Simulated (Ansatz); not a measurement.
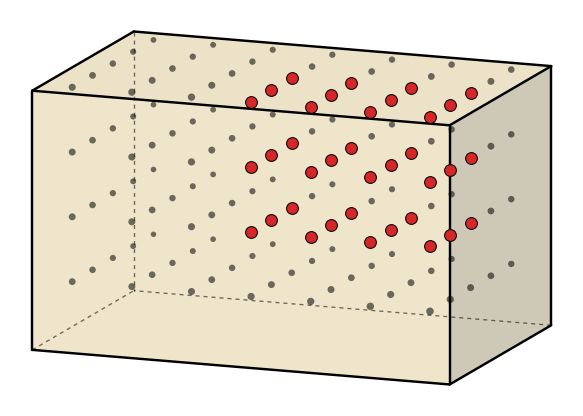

The Γ-centred 5×7×4 k-point mesh of a calculation on SiNi (DFT, PBE, PAW, plane waves, scalar-relativistic (Ansatz 0.2.0)), folded into the first Brillouin zone of the 8-atom cell that was run; each point of the zone's surface is drawn once. One point of each star is marked in colour. Space group Pnma.

```xyz
8
Lattice="5.1731 0.0000 0.0000 0.0000 3.3381 0.0000 0.0000 0.0000 5.6049" Properties=species:S:1:pos:R:3 pbc="T T T"
Ni    0.0403    0.8345    1.0510
Ni    2.5463    2.5036    3.8535
Ni    2.6268    0.8345    1.7514
Ni    5.1328    2.5036    4.5539
Si    1.6620    2.5036    0.4624
Si    0.9245    0.8345    3.2649
Si    4.2486    2.5036    2.3400
Si    3.5111    0.8345    5.1425
```

Question: To how many irreducible points do the crystal's point group and time reversal reduce the mesh (magnetic order left aside)?

Answer: 36 of 140.

Question: How fine is the mesh?

Answer: Spacing |bᵢ|/nᵢ = 0.243, 0.269, 0.280 1/Å (2π included).
